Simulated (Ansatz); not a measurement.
# BGeHCl (quartet): inputs that go wrong at distance B2–Ge3 = 1.832 Å

4 inputs are run for BGeHCl (quartet) as typed; the log has to tell whether the result can be used and what must change.

Computed with Ansatz 0.2.0, Gaussian basis. Level: the settings change from run to run.

23 further runs of the same task are left out: 1 for a mislabelled method, 18 that didn't finish, 4 set aside as unsound or not needed.

## Step 1: The geometry

The geometry derives from a PBE0/def2-TZVP stationary point (not a proven minimum). One bond is set to the value named and the two fragments are kept rigid. No spin-orbit coupling is included. The filled d shell of Ge may be among the frozen orbitals whatever the setting's name suggests; the logs give the count.

4 atoms, charge 0, spin multiplicity 4.

Atoms are counted from 1 here; the program's logs count them from 0.

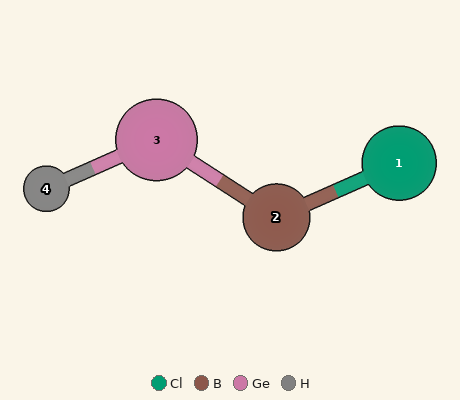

The structure; chlorine teal, boron brown, germanium pink, hydrogen grey; atoms are numbered from 1 in the order of the file.

## Step 2: Attempt 1

File in.yaml:

```yaml
crystal:
  periodic: [false, false, false]
  atoms:
    - {symbol: Cl, position_ang: [0.000000, -0.148409, 2.063983]}
    - {symbol: B, position_ang: [0.000000, 0.744987, 0.589101]}
    - {symbol: Ge, position_ang: [0.000000, -0.048904, -1.061948]}
    - {symbol: H, position_ang: [0.000000, 0.753849, -2.384332]}
basis:
  gaussian: {orbitals: cc-pVDZ}
magnetization: {spin_polarized: false, initial_magnetization: 4}
correlation: {method: mp2, electrons: outside_noble_gas}
accuracy: high
output: {forces: true}
```

Run with:

```bash
$ ansatz run in.yaml --threads 1 --pin off --events-out ev --progress --plain --max-ram 2393MiB
```

The program printed:

```text
Error: a molecule whose nuclei and cores have a total charge of 55 cannot have a net charge of 0 together with 4 unpaired electrons
```

Wall time 0.03 s (1 thread of Arm Neoverse V1, shared host).

What is wrong: The run was refused. The number of unpaired electrons doesn't fit the electron count. To mend it, make charge and initial_magnetization agree.

## Step 3: Attempt 2

File in.yaml:

```yaml
crystal:
  periodic: [false, false, false]
  atoms:
    - {symbol: Cl, position_ang: [0.000000, -0.148409, 2.063983]}
    - {symbol: B, position_ang: [0.000000, 0.744987, 0.589101]}
    - {symbol: Ge, position_ang: [0.000000, -0.048904, -1.061948]}
    - {symbol: H, position_ang: [0.000000, 0.753849, -2.384332]}
basis:
  gaussian: {orbitals: cc-pVDZ, point_charges: [{charge: 0.50, position_ang: [3.230, 0.976, -0.965]}]}
magnetization: {spin_polarized: false, initial_magnetization: 3}
correlation: {method: ccsd_t, frozen_orbitals: {Cl: 9}}
scf: {lower_state_search: light}
```

Same command.

The program printed:

```text
Functional definition: HF
  name "HF"
  cite "Fock, Z. Phys. 61, 126 (1930) doi:10.1007/BF01340294"
  parent pbe
  exchange = exact_x
  correlation = 0
Error: "frozen_orbitals" has no count for B
```

Wall time 0.03 s (1 thread of Arm Neoverse V1, shared host).

Diagnosis: The run was refused. The frozen-orbital counts are incomplete or too large. Cure: leave frozen_orbitals out, or give each element a count that its core has.

## Step 4: Attempt 3

File in.yaml:

```yaml
crystal:
  periodic: [false, false, false]
  atoms:
    - {symbol: Cl, position_ang: [0.000000, -0.148409, 2.063983]}
    - {symbol: B, position_ang: [0.000000, 0.744987, 0.589101]}
    - {symbol: Ge, position_ang: [0.000000, -0.048904, -1.061948]}
    - {symbol: H, position_ang: [0.000000, 0.753849, -2.384332]}
basis:
  gaussian: {orbitals: STO-3G}
magnetization: {spin_polarized: false, initial_magnetization: 3}
correlation: {active_space: {window: {electrons: 5, orbitals: 5}, states: [{multiplicity: 4, weights: [-1, 1]}]}}
```

Same command.

The program printed:

```text
Error: set 0 asks for 2 states and needs as many positive weights; it has [-1.0, 1.0]
```

It took 0.03 s on 1 thread of Arm Neoverse V1, shared host.

**Diagnosis.** The run was refused. The list of states asked for (weights, spin or count) can't be met. Cure: mend what the message names.

## Step 5: Attempt 4

File in.yaml:

```yaml
crystal:
  periodic: [false, false, false]
  atoms:
    - {symbol: Cl, position_ang: [0.000000, -0.148409, 2.063983]}
    - {symbol: B, position_ang: [0.000000, 0.744987, 0.589101]}
    - {symbol: Ge, position_ang: [0.000000, -0.048904, -1.061948]}
    - {symbol: H, position_ang: [0.000000, 0.753849, -2.384332]}
basis:
  gaussian: {orbitals: cc-pVDZ}
magnetization: {spin_polarized: false, initial_magnetization: 11}
correlation: {method: mp2, electrons: outside_noble_gas}
output: {forces: true}
```

Launched as before.

The program printed, shortened:

```text
Functional definition: HF
  name "HF"
  cite "Fock, Z. Phys. 61, 126 (1930) doi:10.1007/BF01340294"
  parent pbe
[...]
698 factors; integrals over basis functions are off by at most 1.0e-3 eV
[...]
a density is far from that of the atoms, so the factors are made again for it
762 factors; integrals over basis functions are off by at most 9.4e-4 eV
[...]
mean field -69625.13963274 eV, -2558.6766878886 hartree, gradient 2.3e-6 eV, S^2 35.750000; 3 other end points of the search recorded, 0 dependent functions left out
[...]
20 core orbitals not correlated: weight in the atoms' cores, before any rotation towards them, 0.998 or more for the frozen orbitals, at most 0.001 for the correlated occupied ones
reference -69625.13963274 eV, -2558.6766878886 hartree; 13, 2 occupied and 31, 42 virtual orbitals, 762 factors
second order -4.26261415 eV of doubles, -0.09382127 eV of singles
[...]
Total energy: -69629.49606816 eV, -2558.8367839375 hartree
Atom 0 at     0.000000    -0.148409     2.063983 Å, force     0.000000    -7.447282    11.296434 eV/Å
Atom 1 at     0.000000     0.744987     0.589101 Å, force    -0.000000    13.195366     0.060461 eV/Å
Atom 2 at     0.000000    -0.048904    -1.061948 Å, force     0.000000   -10.722834    -2.641920 eV/Å
Atom 3 at     0.000000     0.753849    -2.384332 Å, force    -0.000000     4.974750    -8.714975 eV/Å
Dipole moment:     0.000000    -0.106999     1.611979 e Å
```

Wall time 9.5 s (1 thread of Arm Neoverse V1, shared host).

What is wrong: The run converged, which proves nothing about the input. Far too many unpaired electrons are asked for. Its energy belongs to the state of multiplicity 12, not to the quartet that was meant. Fix: set initial_magnetization to that of the wanted state.

## Step 6: Summary

```csv
attempt,level,ended,cause,time
1,MP2 on ROHF/cc-pVDZ,refused,the number of unpaired electrons doesn't fit the electron count,0.03 s
2,CCSD(T) on ROHF/cc-pVDZ,refused,the frozen-orbital counts are incomplete or too large,0.03 s
3,"CASSCF(5,5)/STO-3G",refused,"the list of states asked for (weights, spin or count) can't be met",0.03 s
4,MP2 on ROHF/cc-pVDZ,converged,far too many unpaired electrons are asked for,9.5 s
```

3 refused, 1 converged. The input that converges on a wrong geometry or spin is the dangerous one: no error points at it, so geometry and ⟨S²⟩ have to be checked.
